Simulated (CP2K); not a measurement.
# CH6OSSn (SMILES C[O][SnH2][SH]), step by step

We compute a geometry optimisation (singlet CH6OSSn, MNDO), then energy and gradient (doublet CH6OSSn+, MNDO), then a structure relaxation (doublet CH6OSSn+, MNDO), then energy and forces (singlet CH6OSSn, MNDO) of CH6OSSn. 

Program for the calculation: CP2K 2026.2.

**1. The system as given**

CH6OSSn: 10 atoms, total charge 0, spin state singlet. As SMILES, `C[O][SnH2][SH]`. The shape comes from GFN2-xTB, which is rough for such elements, and wasn't checked as a minimum. This is one conformer, not always the lowest. The run starts from this shape.

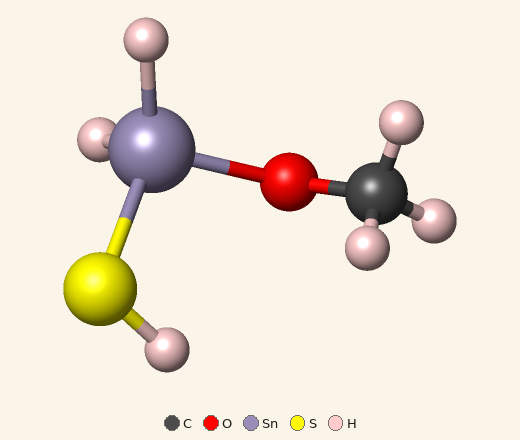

The structure, seen from a chosen angle (carbon dark grey, oxygen red, tin purple, sulfur yellow, hydrogen pink).

**2. A geometry optimisation at MNDO (run 1)**

Contents of calc.inp:

```
&GLOBAL
   PROJECT_NAME calc
   RUN_TYPE GEO_OPT
   PRINT_LEVEL LOW
&END GLOBAL

&MOTION
   &GEO_OPT
      OPTIMIZER BFGS
      MAX_ITER 100
      MAX_FORCE 4.5E-04
      RMS_FORCE 3.0E-04
   &END GEO_OPT
   &PRINT
      &TRAJECTORY
         &EACH
            GEO_OPT 1
         &END EACH
      &END TRAJECTORY
      &FORCES ON
         &EACH
            GEO_OPT 1
         &END EACH
      &END FORCES
      &RESTART OFF
      &END RESTART
      &RESTART_HISTORY OFF
      &END RESTART_HISTORY
   &END PRINT
&END MOTION

&FORCE_EVAL
   METHOD QUICKSTEP
   &DFT
      CHARGE 0
      MULTIPLICITY 1
      &QS
         METHOD MNDO
         EPS_DEFAULT 1.0E-10
         &SE
            &COULOMB
               CUTOFF [angstrom] 50
               RC_RANGE [angstrom] 0
            &END COULOMB
            &EXCHANGE
               CUTOFF [angstrom] 50
               RC_RANGE [angstrom] 0
            &END EXCHANGE
         &END SE
      &END QS
      &POISSON
         PERIODIC NONE
         POISSON_SOLVER ANALYTIC
      &END POISSON
      &SCF
         SCF_GUESS ATOMIC
         EPS_SCF 1.0E-06
         MAX_SCF 80
         ADDED_MOS 4
         &DIAGONALIZATION
            ALGORITHM STANDARD
         &END DIAGONALIZATION
         &MIXING
            METHOD DIRECT_P_MIXING
            ALPHA 0.4
         &END MIXING
      &END SCF
      &PRINT
         &MOMENTS
            PERIODIC F
            REFERENCE COM
            MAX_MOMENT 1
         &END MOMENTS
         &MULLIKEN OFF
         &END MULLIKEN
         &HIRSHFELD OFF
         &END HIRSHFELD
      &END PRINT
   &END DFT
   &SUBSYS
      &CELL
         ABC [angstrom] 19.8 20.5 20.1
         PERIODIC NONE
      &END CELL
      &COORD
         C      9.002670    11.957240    10.099640
         O      8.951650    10.581720    10.344490
         Sn    10.450550     9.342150    10.736080
         S     11.801270     9.309740     8.759580
         H      9.278670    12.517790    10.994610
         H      9.699250    12.214850     9.296830
         H      7.998730    12.255510     9.794980
         H      9.502160     7.982210    11.028200
         H     11.367040     9.813580    12.101270
         H     10.807620     9.748110     7.998730
      &END COORD
   &END SUBSYS
&END FORCE_EVAL
```

Run with:

```bash
$ OMP_NUM_THREADS=1 cp2k.psmp calc.inp > calc.out
```

Standard output:

```text
CP2K| version string:                                       CP2K version 2026.2
[...]
 GLOBAL| Method name                                                        CP2K
[...]
 GLOBAL| Run type                                                        GEO_OPT
[...]
                             - Atoms:                                         10
[...]
                             - Spherical basis functions:                     22
[...]
 Number of electrons:                                                         26
[...]
     1 P_Mix/Diag. 0.40E+00    0.0     0.77613210       -25.8682228543 -2.59E+01
[...]
  *** SCF run converged in    20 steps ***
[...]
 ENERGY| Total FORCE_EVAL ( QS ) energy [hartree]            -31.522815398057972
[...]
 OPT| Step number                                                              0
[...]
 OPT| Total energy [hartree]                                      -31.5228153981
[...]
 OPT| Step number                                                             45
[...]
 OPT| Total energy [hartree]                                      -31.5389955306
[...]
 OPT| Step number                                                             46
[...]
 OPT| Total energy [hartree]                                      -31.5389955960
[...]
 ***                    GEOMETRY OPTIMIZATION COMPLETED                      ***
[...]
     8 DIIS/Diag.  0.18E-06    0.0     0.00000055       -31.5389955960 -1.17E-12
  *** SCF run converged in     8 steps ***
  Core-core repulsion energy [eV]:                           1498.20874042727610
  Core Hamiltonian energy [eV]:                             -1362.66860471189761
  Two-electron integral energy [eV]:                        -1987.51970265728642
  Electronic energy [eV]:                                   -2356.42845604054082
  Total energy [eV]:                                         -858.21971561326484
  Atomic reference energy [eV]:                               857.70287631792644
  Heat of formation [kcal/mol]:                               -11.91859823586410
[...]
 SE_DIPOLE| Moment [Debye]         -0.19338499       0.63444905      -0.65614700
 SE_DIPOLE| Derivative [a.u.]       0.00000000       0.00000000       0.00000000
 ENERGY| Total FORCE_EVAL ( QS ) energy [hartree]            -31.538995596009933
[...]
```

Wall time 1.6 s (1 thread of Intel Xeon 6975P-C (Granite Rapids), shared host); peak memory 0.19 GiB.

Steps, from the record of the run:

```csv
step,energy from the first frame kept (eV),largest force (eV/Å)
1,0.0000,1.4546
3,-0.1069,0.1991
5,-0.1294,0.1516
7,-0.1344,0.0884
9,-0.1383,0.0887
11,-0.1417,0.0957
13,-0.1467,0.1036
15,-0.1498,0.0836
17,-0.1525,0.1090
19,-0.1557,0.0678
21,-0.1578,0.0588
23,-0.1589,0.0436
25,-0.1596,0.0776
27,-0.1600,0.0322
29,-0.1604,0.0211
31,-0.1609,0.0449
33,-0.1615,0.0644
35,-0.1620,0.0174
37,-0.1624,0.0473
39,-0.1626,0.0232
41,-0.1626,0.0126
43,-0.1627,0.0096
45,-0.1627,0.0027
47,-0.1627,0.0022
```

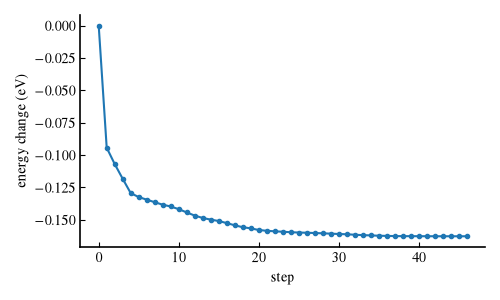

Energy along the run.

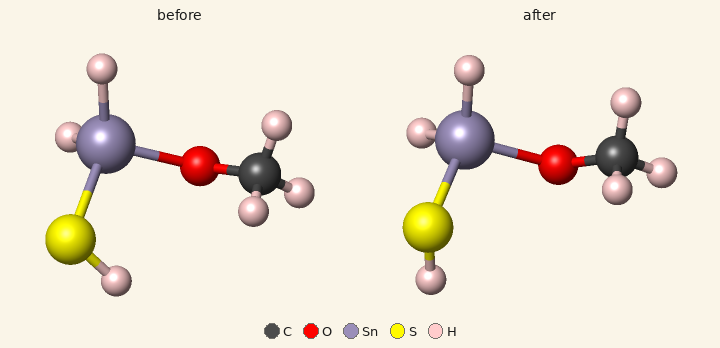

Before and after, at one scale.

After the run. Bond lengths: C1–O2 1.372 Å, O2–Sn3 1.991 Å, Sn3–S4 2.277 Å, C1–H5 1.121 Å, C1–H6 1.121 Å, C1–H7 1.120 Å, Sn3–H8 1.592 Å, Sn3–H9 1.591 Å, S4–H10 1.299 Å. Some angles: C1–O2–Sn3 123.8°, O2–Sn3–S4 107.2°, O2–C1–H5 113.1°, O2–C1–H6 113.0°, O2–C1–H7 108.3°, O2–Sn3–H8 103.1°, O2–Sn3–H9 109.2°, S4–Sn3–H8 112.8°, S4–Sn3–H9 110.3°, Sn3–S4–H10 102.0°.

**3. The doublet cation: energy and gradient at MNDO (run 2)**

Contents of molecule.inp:

```
&FORCE_EVAL
  METHOD QUICKSTEP
  &DFT
    CHARGE 1
    MULTIPLICITY 2
    UKS T
    &QS
      METHOD MNDO
      EPS_DEFAULT 1.0E-10
      &SE
        &COULOMB
          CUTOFF [angstrom] 50
          RC_RANGE [angstrom] 0
        &END COULOMB
        &EXCHANGE
          CUTOFF [angstrom] 50
          RC_RANGE [angstrom] 0
        &END EXCHANGE
      &END SE
    &END QS
    &POISSON
      PERIODIC NONE
      POISSON_SOLVER ANALYTIC
    &END POISSON
    ! self-consistent field
    &SCF
      SCF_GUESS ATOMIC
      EPS_SCF 1.0E-06
      MAX_SCF 30
      &OT ON
        MINIMIZER DIIS
        PRECONDITIONER FULL_SINGLE_INVERSE
      &END OT
      &OUTER_SCF
        EPS_SCF 1.0E-06
        MAX_SCF 5
      &END OUTER_SCF
    &END SCF
    ! extra output
    &PRINT
      &MOMENTS
        PERIODIC F
        REFERENCE COM
        MAX_MOMENT 1
      &END MOMENTS
      &MO_CUBES
        NLUMO 5
        NHOMO -1
        WRITE_CUBE F
      &END MO_CUBES
      &HIRSHFELD OFF
      &END HIRSHFELD
    &END PRINT
  &END DFT
  ! atoms, cell and kinds
  &SUBSYS
    &CELL
      ABC [angstrom] 19.8 20.4 20
      PERIODIC NONE
    &END CELL
    &COORD
      C      8.998898    11.970868    10.363958
      O      8.924564    10.602334    10.302753
      Sn    10.440798     9.390654    10.744514
      S     11.808154     9.335242     8.924902
      H      9.274322    12.351968    11.381926
      H      9.736184    12.402408     9.638040
      H      7.991846    12.390345    10.109891
      H      9.721818     7.997592    11.019573
      H     11.223000     9.967888    12.004472
      H     11.004724     8.913852     7.995528
    &END COORD
  &END SUBSYS
  &PRINT
    &FORCES ON
    &END FORCES
  &END PRINT
&END FORCE_EVAL

&GLOBAL
  PROJECT molecule
  RUN_TYPE ENERGY_FORCE
  PRINT_LEVEL MEDIUM
&END GLOBAL
```

Run with:

```bash
$ OMP_NUM_THREADS=1 cp2k.psmp molecule.inp > molecule.out
```

Standard output:

```text
CP2K| version string:                                       CP2K version 2026.2
[...]
 GLOBAL| Method name                                                        CP2K
[...]
 GLOBAL| Run type                                                   ENERGY_FORCE
[...]
                             - Atoms:                                         10
[...]
                             - Spherical basis functions:                     22
[...]
 Number of electrons:                                                         13
[...]
     1 OT DIIS     0.80E-01    0.0     0.17147113       -26.4036759626 -2.64E+01
[...]
    14 OT DIIS     0.80E-01    0.0     0.00000094       -31.1820257829 -4.85E-10
  *** SCF run converged in    14 steps ***
  Core-core repulsion energy [eV]:                           1498.20873790684163
  Core Hamiltonian energy [eV]:                             -1318.79336317943580
  Two-electron integral energy [eV]:                        -2055.84289546410582
  Electronic energy [eV]:                                   -2346.71481091148871
  Total energy [eV]:                                         -848.50607300464731
  Atomic reference energy [eV]:                               857.70287631792644
  Heat of formation [kcal/mol]:                               212.08333950976413
[...]
 SE_DIPOLE| Moment [Debye]          2.93587431      -3.83415279       0.16854204
 SE_DIPOLE| Derivative [a.u.]       0.00000000       0.00000000       0.00000000
 *** WARNING in qs_scf_post_se.F:140 :: Printing of MO cube files not ***
 *** implemented for Semi-Empirical method.                           ***
 ENERGY| Total FORCE_EVAL ( QS ) energy [hartree]            -31.182025783194248
 FORCES| Atomic forces [hartree/bohr]
 FORCES|   Atom     x               y               z               |f|
 FORCES|      1 -2.46312122E-02  4.63534496E-03 -1.64443297E-03   2.51174679E-02
 FORCES|      2 -9.02797768E-03  2.97221541E-02 -3.03050774E-03   3.12104919E-02
 FORCES|      3  3.57829481E-02 -3.96901631E-02  5.45338890E-03   5.37165512E-02
 FORCES|      4 -1.11437747E-03  5.12189347E-03 -1.81724411E-03   5.54779290E-03
 FORCES|      5  4.33828972E-03 -2.85568971E-03  2.83681439E-03   5.91804336E-03
 FORCES|      6  5.42500263E-03 -2.70291399E-03 -2.57525469E-03   6.58546386E-03
 FORCES|      7 -1.29215113E-03  2.26322695E-03 -1.29966828E-03   2.91221366E-03
 FORCES|      8 -6.59849391E-03  5.38663303E-05  1.08289491E-03   6.68697876E-03
 FORCES|      9 -3.09972888E-03  6.05943197E-03  3.21458133E-03   7.52718859E-03
 FORCES|     10  2.17700750E-04 -2.60715097E-03 -2.22057175E-03   3.43155485E-03
 FORCES| Sum    -9.26342336E-16 -7.14706072E-16  9.71445147E-17
 FORCES| Total atomic force                                       1.17403235E-15
[...]
```

Wall time 1.9 s (1 thread of Intel Xeon 6975P-C (Granite Rapids), shared host); peak memory 0.19 GiB.

**4. The doublet cation: a geometry optimisation at MNDO (run 3)**

Contents of calc.inp:

```
&GLOBAL
   PROJECT calc
   RUN_TYPE GEO_OPT
   PRINT_LEVEL LOW
&END
&MOTION
   &GEO_OPT
      OPTIMIZER BFGS
      MAX_ITER 100
      MAX_FORCE 4.5E-04
      RMS_FORCE 3.0E-04
   &END
   &PRINT
      &TRAJECTORY
         &EACH
            GEO_OPT 1
         &END
      &END
      &FORCES ON
         &EACH
            GEO_OPT 1
         &END
      &END
      &RESTART OFF
      &END
      &RESTART_HISTORY OFF
      &END
   &END
&END
&FORCE_EVAL
   METHOD Quickstep
   &DFT
      CHARGE 1
      MULTIPLICITY 2
      LSD T
      &QS
         METHOD MNDO
         EPS_DEFAULT 1.0E-10
         &SE
            &COULOMB
               CUTOFF [angstrom] 50
               RC_RANGE [angstrom] 0
            &END
            &EXCHANGE
               CUTOFF [angstrom] 50
               RC_RANGE [angstrom] 0
            &END
         &END
      &END
      ! isolated system
      &POISSON
         PERIODIC NONE
         POISSON_SOLVER ANALYTIC
      &END
      &SCF
         SCF_GUESS ATOMIC
         EPS_SCF 1.0E-06
         MAX_SCF 30
         &OT
            MINIMIZER DIIS
            PRECONDITIONER FULL_SINGLE_INVERSE
         &END
         &OUTER_SCF
            EPS_SCF 1.0E-06
            MAX_SCF 5
         &END
      &END
      &PRINT
         &MOMENTS
            PERIODIC F
            REFERENCE COM
            MAX_MOMENT 1
         &END
         &MULLIKEN OFF
         &END
         &HIRSHFELD OFF
         &END
      &END
   &END
   ! structure
   &SUBSYS
      ! vacuum box
      &CELL
         ABC 19.8 20.4 20
         PERIODIC NONE
      &END
      &COORD
         C      8.998898    11.970868    10.363958
         O      8.924564    10.602334    10.302753
         Sn    10.440798     9.390654    10.744514
         S     11.808154     9.335242     8.924902
         H      9.274322    12.351968    11.381926
         H      9.736184    12.402408     9.638040
         H      7.991846    12.390345    10.109891
         H      9.721818     7.997592    11.019573
         H     11.223000     9.967888    12.004472
         H     11.004724     8.913852     7.995528
      &END
   &END
&END
```

Run with:

```bash
$ OMP_NUM_THREADS=1 cp2k.psmp -i calc.inp -o calc.out
```

Standard output:

```text
CP2K| version string:                                       CP2K version 2026.2
[...]
 GLOBAL| Method name                                                        CP2K
[...]
 GLOBAL| Run type                                                        GEO_OPT
[...]
                             - Atoms:                                         10
[...]
                             - Spherical basis functions:                     22
[...]
 Number of electrons:                                                         13
[...]
     1 OT DIIS     0.80E-01    0.0     0.17147113       -26.4036759626 -2.64E+01
[...]
  *** SCF run converged in    14 steps ***
[...]
 ENERGY| Total FORCE_EVAL ( QS ) energy [hartree]            -31.182025783194248
[...]
 OPT| Step number                                                              0
[...]
 OPT| Total energy [hartree]                                      -31.1820257832
[...]
 OPT| Step number                                                             37
[...]
 OPT| Total energy [hartree]                                      -31.1970777748
[...]
 OPT| Step number                                                             38
[...]
 OPT| Total energy [hartree]                                      -31.1970779748
[...]
 ***                    GEOMETRY OPTIMIZATION COMPLETED                      ***
[...]
    25 OT DIIS     0.80E-01    0.0     0.00000091       -31.1970779747 -5.30E-10
  *** SCF run converged in    25 steps ***
  Core-core repulsion energy [eV]:                           1471.28727434674170
  Core Hamiltonian energy [eV]:                             -1320.60613328925911
  Two-electron integral energy [eV]:                        -1999.19361005984888
  Electronic energy [eV]:                                   -2320.20293831918343
  Total energy [eV]:                                         -848.91566397244185
  Atomic reference energy [eV]:                               857.70287631792644
  Heat of formation [kcal/mol]:                               202.63794665706618
[...]
 SE_DIPOLE| Moment [Debye]          3.40532996      -3.13230914      -0.20403972
 SE_DIPOLE| Derivative [a.u.]       0.00000000       0.00000000       0.00000000
 ENERGY| Total FORCE_EVAL ( QS ) energy [hartree]            -31.197077974698615
[...]
```

It took 16 s on 1 thread of Intel Xeon 6975P-C (Granite Rapids), shared host; peak memory 0.19 GiB.

The path in brief:

```csv
step,energy from the first frame kept (eV),largest force (eV/Å)
1,0.0000,1.0526
3,-0.0658,0.2302
5,-0.0923,0.2560
7,-0.1085,0.1742
9,-0.1180,0.1086
11,-0.1233,0.1448
13,-0.1338,0.1939
15,-0.1453,0.2919
17,-0.1571,0.2104
19,-0.1608,0.1795
21,-0.1641,0.0410
23,-0.1654,0.0832
25,-0.1662,0.0281
27,-0.1667,0.0483
29,-0.1671,0.0492
31,-0.1675,0.0548
33,-0.1679,0.0421
35,-0.1681,0.0232
37,-0.1682,0.0120
39,-0.1682,0.0037
```

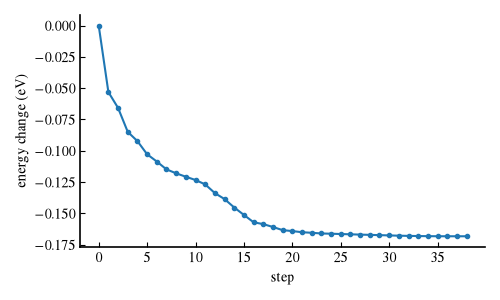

Energy along the run.

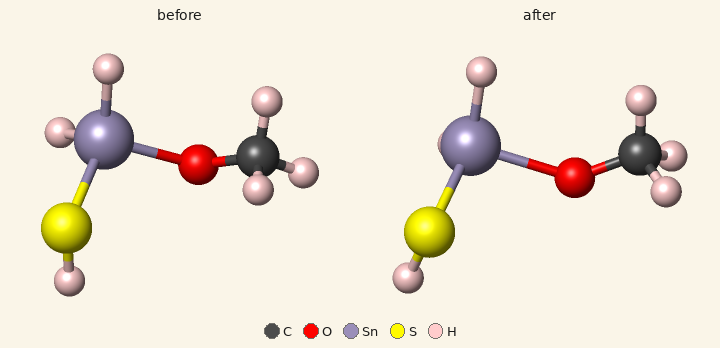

Before and after, at one scale.

After the run. Bond lengths: C1–O2 1.359 Å, O2–Sn3 2.103 Å, Sn3–S4 2.270 Å, C1–H5 1.115 Å, C1–H6 1.131 Å, C1–H7 1.130 Å, Sn3–H8 1.601 Å, Sn3–H9 1.598 Å, S4–H10 1.303 Å. Some angles: C1–O2–Sn3 139.6°, O2–Sn3–S4 99.6°, O2–C1–H5 113.9°, O2–C1–H6 108.6°, O2–C1–H7 108.7°, O2–Sn3–H8 97.1°, O2–Sn3–H9 100.0°, S4–Sn3–H8 120.8°, S4–Sn3–H9 115.6°, Sn3–S4–H10 102.4°.

**5. Energy and gradient at MNDO (run 4)**

Contents of run.inp:

```
&FORCE_EVAL
  METHOD QUICKSTEP
  &DFT
    CHARGE 0
    MULTIPLICITY 1
    &QS
      METHOD MNDO
      EPS_DEFAULT 1.0E-10
      &SE
        &COULOMB
          CUTOFF [angstrom] 50
          RC_RANGE [angstrom] 0
        &END COULOMB
        &EXCHANGE
          CUTOFF [angstrom] 50
          RC_RANGE [angstrom] 0
        &END EXCHANGE
      &END SE
    &END QS
    &POISSON
      PERIODIC NONE
      POISSON_SOLVER ANALYTIC
    &END POISSON
    &SCF
      SCF_GUESS ATOMIC
      EPS_SCF 1.0E-06
      MAX_SCF 80
      ADDED_MOS 4
      &DIAGONALIZATION
        ALGORITHM STANDARD
      &END DIAGONALIZATION
      &MIXING
        METHOD DIRECT_P_MIXING
        ALPHA 0.4
      &END MIXING
    &END SCF
    &PRINT
      &MOMENTS
        PERIODIC F
        REFERENCE COM
        MAX_MOMENT 1
      &END MOMENTS
      &MO ON
        ENERGIES T
        OCCUPATION_NUMBERS T
        NDIGITS 6
        &EACH
          QS_SCF 0
        &END EACH
        ADD_LAST NUMERIC
      &END MO
      &HIRSHFELD OFF
      &END HIRSHFELD
    &END PRINT
  &END DFT
  &SUBSYS
    &CELL
      ABC [angstrom] 20.1 20.7 19.9
      PERIODIC NONE
    &END CELL
    &COORD
      C      9.117159    11.936214    10.353428
      O      9.483995    10.694295     9.942273
      Sn    10.700698     9.095534    10.562736
      S     12.110594     8.980794     8.787208
      H      9.557130    12.235102    11.333636
      H      9.409547    12.680840     9.554184
      H      7.989406    11.983756    10.400760
      H      9.531140     8.019159    10.751492
      H     11.320035     9.719362    11.897263
      H     11.504289     8.135676     8.002737
    &END COORD
  &END SUBSYS
  &PRINT
    &FORCES ON
    &END FORCES
  &END PRINT
&END FORCE_EVAL
&GLOBAL
  PROJECT run
  RUN_TYPE ENERGY_FORCE
  PRINT_LEVEL MEDIUM
&END GLOBAL
```

Run with:

```bash
$ OMP_NUM_THREADS=1 cp2k.psmp -i run.inp > run.out 2>&1
```

Standard output:

```text
CP2K| version string:                                       CP2K version 2026.2
[...]
 GLOBAL| Method name                                                        CP2K
[...]
 GLOBAL| Run type                                                   ENERGY_FORCE
[...]
                             - Atoms:                                         10
[...]
                             - Spherical basis functions:                     22
[...]
 Number of electrons:                                                         26
[...]
     1 P_Mix/Diag. 0.40E+00    0.0     0.81205537       -25.8597714001 -2.59E+01
[...]
    19 DIIS/Diag.  0.19E-06    0.0     0.00000051       -31.5211208271 -9.87E-12
  *** SCF run converged in    19 steps ***
  Core-core repulsion energy [eV]:                           1471.28722893299118
  Core Hamiltonian energy [eV]:                             -1363.12026252762098
  Two-electron integral energy [eV]:                        -1931.80056964146866
  Electronic energy [eV]:                                   -2329.02054734835519
  Total energy [eV]:                                         -857.73331841536412
  Atomic reference energy [eV]:                               857.70287631792644
  Heat of formation [kcal/mol]:                                -0.70201149968722
[...]
 SE_DIPOLE| Moment [Debye]         -0.75593539       2.57334749      -1.25122299
 SE_DIPOLE| Derivative [a.u.]       0.00000000       0.00000000       0.00000000
 ENERGY| Total FORCE_EVAL ( QS ) energy [hartree]            -31.521120827110046
 FORCES| Atomic forces [hartree/bohr]
 FORCES|   Atom     x               y               z               |f|
 FORCES|      1  1.55337167E-03 -5.25896278E-03 -8.24981399E-03   9.90601251E-03
 FORCES|      2  2.01557996E-02 -4.50869904E-02 -9.98595972E-04   4.93972686E-02
 FORCES|      3 -3.82835836E-02  5.67154193E-02 -6.55089932E-03   6.87399872E-02
 FORCES|      4  2.05699395E-03 -4.98787545E-03 -1.59731597E-04   5.39774396E-03
 FORCES|      5 -1.39312850E-03  3.95382714E-03  1.50816100E-03   4.45512129E-03
 FORCES|      6  1.76268170E-03  1.42381286E-03  7.85566292E-03   8.17592379E-03
 FORCES|      7  4.14687570E-03  1.73618588E-03  6.19676260E-03   7.65576817E-03
 FORCES|      8  6.03620500E-03 -3.47260350E-03 -4.16213182E-04   6.97624392E-03
 FORCES|      9  4.02134138E-03 -6.93977379E-03 -6.39064973E-04   8.04612023E-03
 FORCES|     10 -5.65569156E-05  1.91696069E-03  1.45373251E-03   2.40650684E-03
 FORCES| Sum     6.38378239E-16 -2.56739074E-16 -3.19189120E-16
 FORCES| Total atomic force                                       7.58500773E-16
[...]
```

It took 0.92 s on 1 thread of Intel Xeon 6975P-C (Granite Rapids), shared host; peak memory 0.19 GiB.

**6. Results**

| quantity | value |
| --- | --- |
| run 1, MNDO: total energy at the end | -31.53900 Eh |
| run 1, MNDO: dipole moment | 0.93 D |
| run 1, MNDO: heat of formation | -11.9 kcal/mol |
| doublet cation, run 2: total energy | -31.18203 Eh |
| doublet cation, run 2: heat of formation at this unrelaxed shape | 212.1 kcal/mol |
| doublet cation, run 2: largest force on an atom | 2.762 eV/Å |
| doublet cation, run 3: total energy at the end | -31.19708 Eh |
| doublet cation, run 3: heat of formation | 202.6 kcal/mol |
| run 4, MNDO: total energy | -31.52112 Eh |
| run 4, MNDO: dipole moment | 2.96 D |
| run 4, MNDO: HOMO energy | -9.99 eV |
| run 4, MNDO: LUMO energy | -2.08 eV |
| run 4, MNDO: HOMO–LUMO gap | 7.91 eV |
| run 4, MNDO: heat of formation at this unrelaxed shape | -0.7 kcal/mol |
| run 4, MNDO: largest force on an atom | 3.535 eV/Å |
| adiabatic ionisation energy (to the doublet cation, no zero-point term) | 9.304 eV |

**Reading.** The adiabatic ionisation energy (to the doublet cation, no zero-point term) is 9.30 eV (898 kJ/mol). The largest force (run 4, MNDO) is 3.53 eV/Å: the shape isn't a stationary point for this species at this level. The optimisation (run 1, MNDO) took 46 steps. The optimisation (doublet cation, run 3) took 38 steps.
